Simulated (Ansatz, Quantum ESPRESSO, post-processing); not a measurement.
# Al2O2, 1 layer in a field-effect set-up, part 6 of 7

Wanted: induced charge and band edges of Al2O2, 1 layer beside a charged plate.

Quantum ESPRESSO 7.5; plane-wave DFT, PBE, GBRV ultrasoft pseudopotentials; geometry by Ansatz 0.2.0 with PAW datasets.

So far. Step 14 (Band structure: charge -0.0456 e against a gate): Along this path the valence top lies at K and the conduction bottom at M.

## (19) Bands along a path: charge -0.0913 e against a gate

Contents of g3.bands.in:

```
&control
  prefix = 'g3.bands'
  outdir = './out'
  pseudo_dir = './pseudo'
  calculation = 'bands'
  tefield = .true.
  dipfield = .true.
  gate = .true.
/
&system
  ibrav = 0
  nat = 4
  ntyp = 2
  ecutwfc = 40
  ecutrho = 200
  occupations = 'smearing'
  smearing = 'fd'
  degauss = 0.004
  edir = 3
  emaxpos = 0.210468
  eopreg = 0.01
  eamp = 0.0
  zgate = 0.222468
  block = .true.
  block_1 = 0.145755
  block_2 = 0.299181
  block_height = 2.0
  tot_charge = -0.0913
  nbnd = 15
/
&electrons
  conv_thr = 1e-07
  mixing_beta = 0.4
  electron_maxstep = 120
  mixing_mode = 'local-TF'
/
ATOMIC_SPECIES
  O   15.9990  o_pbe_v1.2.uspp.F.UPF
  Al  26.9815  al_pbe_v1.uspp.F.UPF
CELL_PARAMETERS angstrom
  2.96592489609764 0.00000000000000 0.00000000000000
  -1.48296244804882 2.56856630573727 0.00000000000000
  0.00000000000000 0.00000000000000 26.07114263470000
ATOMIC_POSITIONS crystal
  O   0.333333333333 0.666666666667 0.424304947849
  Al  -0.000000000000 -0.000000000000 0.449719284111
  Al  0.000000000000 -0.000000000000 0.550280710080
  O   0.333333333333 0.666666666667 0.575695057960
K_POINTS crystal_b
4
  0.0000000000 0.0000000000 0.0000000000 14
  0.5000000000 0.0000000000 0.0000000000 14
  0.3333333333 0.3333333333 0.0000000000 14
  0.0000000000 0.0000000000 0.0000000000 1
```

Run with:

```console
cp -r out/g3.save out/g3.bands.save
cp out/g3.xml out/g3.bands.xml
OMP_NUM_THREADS=1 mpirun -n 2 pw.x -nk 2 -in g3.bands.in > g3.bands.out
```

Log:

```text
[banner, memory and clock lines left out]
Program PWSCF v.7.5 starts
[citation notice left out]

[...]
Message from routine setup:
[...]
bravais-lattice index     =            0
     lattice parameter (alat)  =       5.6048  a.u.
     unit-cell volume          =    1340.3172 (a.u.)^3
     number of atoms/cell      =            4
     number of atomic types    =            2
     number of electrons       =        18.09
     number of Kohn-Sham states=           15
     kinetic-energy cutoff     =      40.0000  Ry
     charge density cutoff     =     200.0000  Ry
     Exchange-correlation= SLA  PW   PBE  PBE
                           (   1   4   3   4   0   0   0)

[...]
PseudoPot. # 1 for O  read from file:
     ./pseudo/o_pbe_v1.2.uspp.F.UPF
     Pseudo is Ultrasoft + core correction, Zval =  6.0
     Generated by new atomic code, or converted to UPF format
     Using radial grid of  737 points,  5 beta functions with:
                l(1) =   0
                l(2) =   0
                l(3) =   1
                l(4) =   1
                l(5) =   2
     Q(r) pseudized with  8 coefficients,  rinner =    0.900   0.900   0.900
                                                       0.900   0.900

     PseudoPot. # 2 for Al read from file:
     ./pseudo/al_pbe_v1.uspp.F.UPF
     Pseudo is Ultrasoft + core correction, Zval =  3.0
     Generated by new atomic code, or converted to UPF format
     Using radial grid of  893 points,  3 beta functions with:
                l(1) =   0
                l(2) =   1
                l(3) =   2
     Q(r) pseudized with  8 coefficients,  rinner =    0.900   0.900   0.900
                                                       0.900   0.900

     atomic species   valence    mass     pseudopotential
     O                 6.00    15.99900     O ( 1.00)
     Al                3.00    26.98150     Al( 1.00)

      6 Sym. Ops. (no inversion) found

                                    s                        frac. trans.

      isym =  1     identity

 cryst.   s( 1) = (     1          0          0      )
                  (     0          1          0      )
                  (     0          0          1      )

 cart.    s( 1) = (  1.0000000 -0.0000000  0.0000000 )
                  (  0.0000000  1.0000000  0.0000000 )
                  (  0.0000000  0.0000000  1.0000000 )

      isym =  2     120 deg rotation - cryst. axis [0,0,1]

 cryst.   s( 2) = (     0          1          0      )
                  (    -1         -1          0      )
                  (     0          0          1      )

 cart.    s( 2) = ( -0.5000000 -0.8660254  0.0000000 )
                  (  0.8660254 -0.5000000  0.0000000 )
                  (  0.0000000  0.0000000  1.0000000 )

      isym =  3     120 deg rotation - cryst. axis [0,0,-1]

 cryst.   s( 3) = (    -1         -1          0      )
                  (     1          0          0      )
                  (     0          0          1      )

 cart.    s( 3) = ( -0.5000000  0.8660254  0.0000000 )
                  ( -0.8660254 -0.5000000  0.0000000 )
                  (  0.0000000  0.0000000  1.0000000 )

      isym =  4     inv. 180 deg rotation - cart. axis [1,0,0]

 cryst.   s( 4) = (    -1          0          0      )
                  (     1          1          0      )
                  (     0          0          1      )

 cart.    s( 4) = ( -1.0000000  0.0000000  0.0000000 )
                  (  0.0000000  1.0000000  0.0000000 )
                  (  0.0000000  0.0000000  1.0000000 )

      isym =  5     inv. 180 deg rotation - cryst. axis [0,1,0]

 cryst.   s( 5) = (     1          1          0      )
                  (     0         -1          0      )
                  (     0          0          1      )

 cart.    s( 5) = (  0.5000000  0.8660254  0.0000000 )
                  (  0.8660254 -0.5000000  0.0000000 )
                  (  0.0000000  0.0000000  1.0000000 )

      isym =  6     inv. 180 deg rotation - cryst. axis [1,1,0]

 cryst.   s( 6) = (     0         -1          0      )
                  (    -1          0          0      )
                  (     0          0          1      )

 cart.    s( 6) = (  0.5000000 -0.8660254  0.0000000 )
                  ( -0.8660254 -0.5000000  0.0000000 )
                  (  0.0000000  0.0000000  1.0000000 )

[...]
number of k points=    43  Fermi-Dirac smearing, width (Ry)=  0.0040
[...]
Dense  grid:    64217 G-vectors     FFT dimensions: (  25,  25, 225)

     Smooth grid:    45895 G-vectors     FFT dimensions: (  24,  24, 200)

     Dynamical RAM for                 wfc:       1.31 MB

     Dynamical RAM for     wfc (w. buffer):       1.31 MB

     Dynamical RAM for           str. fact:       1.96 MB

     Dynamical RAM for           local pot:       0.00 MB

     Dynamical RAM for          nlocal pot:       3.84 MB

     Dynamical RAM for                qrad:       1.62 MB

     Dynamical RAM for          rho,v,vnew:       6.16 MB

     Dynamical RAM for           G-vectors:       4.02 MB

     Dynamical RAM for          h,s,v(r/c):       0.04 MB

     Dynamical RAM for          <psi|beta>:       0.01 MB

     Dynamical RAM for                 psi:       2.62 MB

     Dynamical RAM for                hpsi:       2.62 MB

     Dynamical RAM for                spsi:       2.62 MB

     Dynamical RAM for      wfcinit/wfcrot:       2.63 MB

     Dynamical RAM for           addusdens:      53.40 MB

     Adding charged plate to compensate the charge of the system - add_gatefield
     see PRB 89, 245406 (2014), works only for 2D systems perpendicular to z
                                i.e. 3rd lattice vector is (0,0,c)

        prefactor of the potential in [Ha a.u.]:    -0.021086
               position of the gate within cell:     0.22247
         ion-gate + gate-gate contribution to the total energy:    -7.292865
                         gate-gate contribution:     0.015808

        Adding potential to prevent charge spilling into region of the gate
        Potential is linearly increased and decreased within the first/last eopreg of block_size
        block_size =  0.15343 in units of unit cell length
        block_height =  2.00000 in Ry

     The potential is recalculated from file :
     ./out/g3.bands.save/charge-density

     negative rho (up, down):  4.594E-04 0.000E+00

     Adding external electric field

     Computed dipole along edir(3) :
        Elec. dipole         -1.8048 Ry au,         -4.5874 Debye
        Ion. dipole          -1.8123 Ry au,         -4.6064 Debye
        Dipole               -0.7986 Ry au,         -2.0298 Debye
        Dipole field         -0.0075 Ry au,

        Potential amp.        0.7304 Ry
        Total length         48.7746 bohr

     Starting wfcs are   16 randomized atomic wfcs

     Band Structure Calculation
     Davidson diagonalization with overlap

     Computing kpt #:     1  of    22 on this pool

     Computing kpt #:     2  of    22 on this pool

     Computing kpt #:     3  of    22 on this pool

     Computing kpt #:     4  of    22 on this pool

     Computing kpt #:     5  of    22 on this pool

     Computing kpt #:     6  of    22 on this pool

     Computing kpt #:     7  of    22 on this pool

     Computing kpt #:     8  of    22 on this pool

     Computing kpt #:     9  of    22 on this pool

     Computing kpt #:    10  of    22 on this pool

     Computing kpt #:    11  of    22 on this pool

     Computing kpt #:    12  of    22 on this pool

     Computing kpt #:    13  of    22 on this pool

     Computing kpt #:    14  of    22 on this pool

     Computing kpt #:    15  of    22 on this pool

     Computing kpt #:    16  of    22 on this pool

     Computing kpt #:    17  of    22 on this pool

     Computing kpt #:    18  of    22 on this pool

     Computing kpt #:    19  of    22 on this pool

     Computing kpt #:    20  of    22 on this pool

     Computing kpt #:    21  of    22 on this pool

     Computing kpt #:    22  of    22 on this pool

     ethr =  5.53E-10,  avg # of iterations = 55.1

     End of band structure calculation

          k = 0.0000 0.0000 0.0000 (  5775 PWs)   bands (ev):

   -22.1099 -21.5142  -8.7432  -6.7235  -6.0735  -6.0735  -5.4792  -5.4792
    -3.6619   0.1256   1.8420   3.2129   3.6829   4.0752   4.7816

          k = 0.0357 0.0206 0.0000 (  5759 PWs)   bands (ev):

   -22.0998 -21.5041  -8.7262  -6.7121  -6.1390  -6.0830  -5.5432  -5.4886
    -3.6253   0.1844   1.8737   3.2488   3.7161   4.1080   4.8102

[...]
```

Wall time 30 s (2 MPI ranks of Arm Neoverse V1, shared host); peak memory 0.15 GiB; 60 s of CPU time.

This step gave:

- valence top, on the run's zero: -1.086 eV
- conduction bottom, on the run's zero: 0.1256 eV
- gap by band count: 1.212 eV

Band numbers count within the set of bands kept for display. Electronic bands along the path, in eV, zero at the Fermi level; # counts the bands kept:

```tsv
point	#3	#4	#5	#6	#7	#8	#9	#10
Γ	-6.40	-5.81	-5.81	-3.99	-0.20	1.51	2.88	3.35
M	-6.62	-6.49	-5.75	-2.27	-0.16	2.90	5.11	5.25
K	-8.40	-6.35	-5.56	-1.41	0.10	2.98	4.33	5.85
Γ	-6.40	-5.81	-5.81	-3.99	-0.20	1.51	2.88	3.35
```

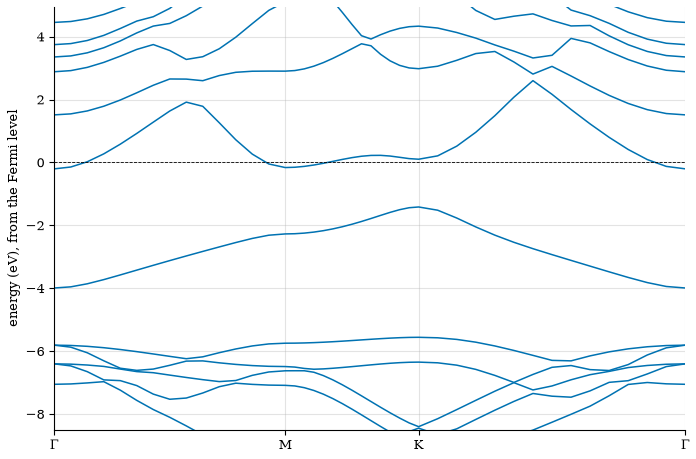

Electronic bands along the path.

An edge by band count lies at the Fermi level or within reach of the smearing, so that band is partly filled.

Along this path the valence top lies at K and the conduction bottom at Γ.

## (20) Induced charge

The planar mean oscillates, so the rows of the table below give means over windows of 2 Å about each position, cut where the curve ends. Its maxima inside the range that stand out by 2 % of the span (Å: e/Å³): 10.3: 0.00738, 11.2: 0.00296, 12.5: 0.00336, 14.5: 5.4e-4. Its minima: 10.9: 9.5e-4, 11.7: -0.00229, 13.6: -7.6e-4.

Planar mean against z; means over each step:

```tsv
z (Å)	planar mean (e/Å³)
6	-1.6e-7
8	4.5e-4
10	0.00430
12	0.00119
14	5.7e-5
16	-1.7e-5
18	7.4e-6
20	2.9e-7
```

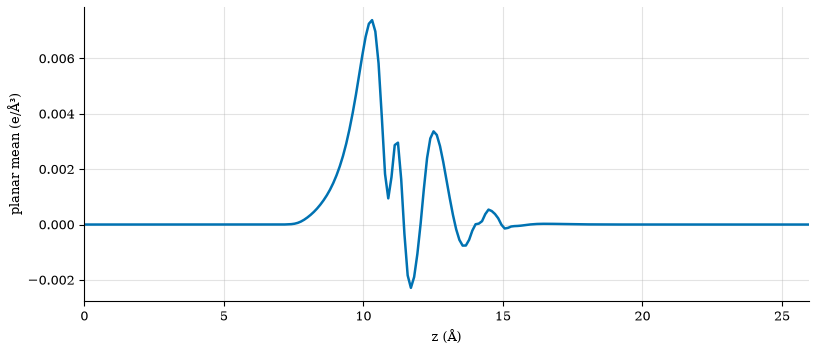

Planar mean, plotted against z.

Table of running integral, electrons below z by z:

```tsv
z (Å)	running integral, electrons below z (e/Å²)
5.0	0
7.5	4.8e-6
10.0	0.00492
12.5	0.0108
15.0	0.0120
17.5	0.0120
20.0	0.0120
22.5	0.0120
25.0	0.0120
```

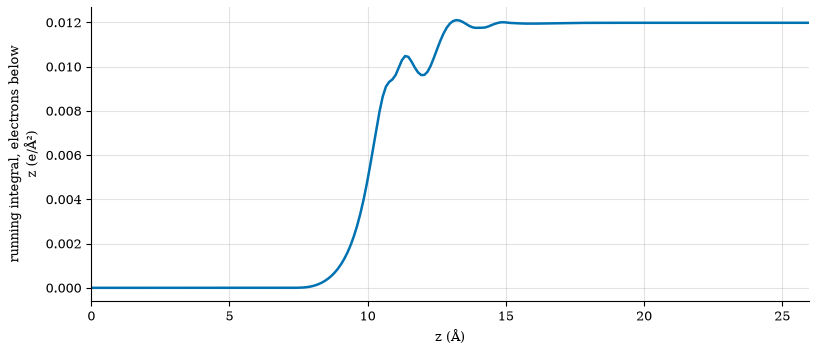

Running integral, electrons below z against z.

## (21) Projected density of states

projwfc.x splits the states by atom and orbital; the spilling says how much the atomic basis misses.

Contents of pdos.in:

```
&projwfc
  prefix = 'g3'
  outdir = './out'
  filpdos = 'pdos'
  Emin = -2.671
  Emax = 3.329
  DeltaE = 0.04
  ngauss = 0
  degauss = 0.005
/
```

Run with:

```console
OMP_NUM_THREADS=1 mpirun -n 2 projwfc.x -in pdos.in > pdos.out
```

Log:

```text
[banner, memory and clock lines left out]
Program PROJWFC v.7.5 starts

          URL

     ./out/g3.save/

     IMPORTANT: XC functional enforced from input :
     Exchange-correlation= PBE
                           (   1   4   3   4   0   0   0)
     Any further DFT definition will be discarded
     Please, verify this is what you really want

     Adding charged plate to compensate the charge of the system - add_gatefield
     see PRB 89, 245406 (2014), works only for 2D systems perpendicular to z
                                i.e. 3rd lattice vector is (0,0,c)

        prefactor of the potential in [Ha a.u.]:    -0.021086
               position of the gate within cell:     0.22247
         ion-gate + gate-gate contribution to the total energy:    -7.292865
                         gate-gate contribution:     0.015808

        Adding potential to prevent charge spilling into region of the gate
        Potential is linearly increased and decreased within the first/last eopreg of block_size
        block_size =  0.15343 in units of unit cell length
        block_height =  2.00000 in Ry

     negative rho (up, down):  4.594E-04 0.000E+00

     Adding external electric field

     Computed dipole along edir(3) :
        Dipole               -0.7986 Ry au,         -2.0298 Debye
        Dipole field         -0.0075 Ry au,

        Potential amp.        0.7304 Ry
        Total length         48.7746 bohr

     Gaussian broadening (read from input): ngauss,degauss=   0    0.005000

     Calling projwave ....

  Problem Sizes
  natomwfc =           16
  nbnd     =           15
  nkstot   =           19
  npwx     =         2883
  nkb      =           44

     Atomic states used for projection
     (read from pseudopotential files):

     state #   1: atom   1 (O  ), wfc  1 (l=0 m= 1)
     state #   2: atom   1 (O  ), wfc  2 (l=1 m= 1)
     state #   3: atom   1 (O  ), wfc  2 (l=1 m= 2)
     state #   4: atom   1 (O  ), wfc  2 (l=1 m= 3)
     state #   5: atom   2 (Al ), wfc  1 (l=0 m= 1)
     state #   6: atom   2 (Al ), wfc  2 (l=1 m= 1)
     state #   7: atom   2 (Al ), wfc  2 (l=1 m= 2)
     state #   8: atom   2 (Al ), wfc  2 (l=1 m= 3)
     state #   9: atom   3 (Al ), wfc  1 (l=0 m= 1)
     state #  10: atom   3 (Al ), wfc  2 (l=1 m= 1)
     state #  11: atom   3 (Al ), wfc  2 (l=1 m= 2)
     state #  12: atom   3 (Al ), wfc  2 (l=1 m= 3)
     state #  13: atom   4 (O  ), wfc  1 (l=0 m= 1)
     state #  14: atom   4 (O  ), wfc  2 (l=1 m= 1)
     state #  15: atom   4 (O  ), wfc  2 (l=1 m= 2)
     state #  16: atom   4 (O  ), wfc  2 (l=1 m= 3)

[... projections of each state ...]
Lowdin Charges:

     Atom #   1: total charge =   6.8416, s =  1.6585,
     Atom #   1: total charge =   6.8416, p =  5.1831, pz=  1.8202, px=  1.6814, py=  1.6814,
     Atom #   2: total charge =   2.1467, s =  0.6859,
     Atom #   2: total charge =   2.1467, p =  1.4609, pz=  0.6454, px=  0.4077, py=  0.4077,
     Atom #   3: total charge =   2.0896, s =  0.6613,
     Atom #   3: total charge =   2.0896, p =  1.4283, pz=  0.6189, px=  0.4047, py=  0.4047,
     Atom #   4: total charge =   6.8123, s =  1.6550,
     Atom #   4: total charge =   6.8123, p =  5.1574, pz=  1.8067, px=  1.6753, py=  1.6753,
     Spilling Parameter:   0.0111
```

Wall time 0.99 s (2 MPI ranks); peak memory 0.1 GiB; 1.9 s of CPU time.

This step gave:

| Property | Result |
| --- | --- |
| spilling of the projection | 0.0111 |

The density of states has structure finer than the step of the table below, so its rows give means over 0.5 eV, whole bins alone (the curve runs from -3.00 to 3.04 eV). Peaks (eV: height): -2.88: 1.87, -2.56: 2.66, -2.20: 3.03, 0.12: 2.71, 0.40: 1.96, 1.64: 1.8, 2.12: 2.49.

Gaussian width 0.005 Ry. Table of density of states by energy, zero at the Fermi level; means over each step:

```tsv
energy (eV)	density of states (states/eV a cell)
-2.5	1.17
-2.0	0.910
-1.5	0.281
-1.0	9.1e-5
-0.5	0.00765
0.0	0.819
0.5	0.856
1.0	0.771
1.5	0.882
2.0	1.18
2.5	0.817
```

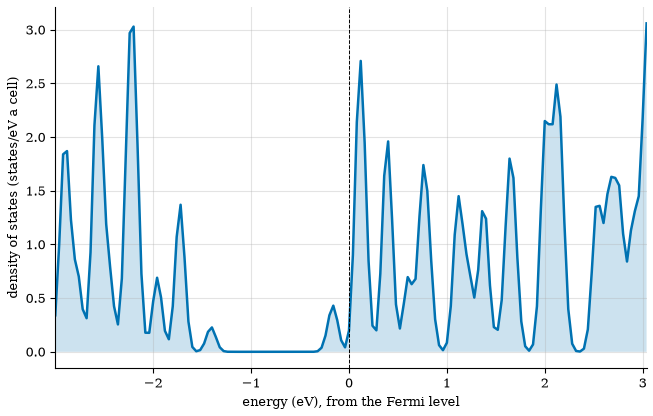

Density of states, plotted against energy.

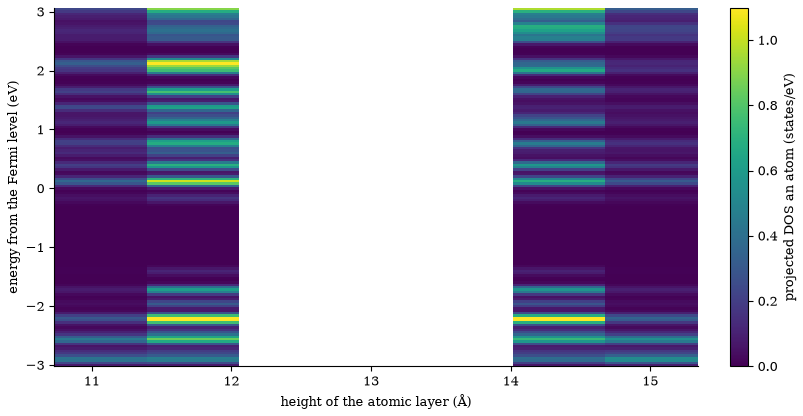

Projected DOS an atom over height of the atomic layer and energy from the Fermi level. Columns are the atomic layers from the bottom up.

The atomic orbitals miss 1.1 % of the occupied states; for empty states the projections can miss much more.

On so few k points the sharp peaks and dips of the DOS are largely sampling.

(Part 6 of 7 ends here.)

[Logs are printed without paths, hosts, clocks, repeated set-up lines and the standing remarks that a program may print on its own settings, such as how far it seeks lower states.]

[Hosts, paths, dates, database ids (printed as entryN), source tags and the programs' standing remarks are cut or masked in the printed files.]

[Maps of the electrostatic potential energy from Ansatz leave out the sawtooth potential of an applied field or a dipole correction, so their vacuum need not be flat; planar profiles and work functions include it.]
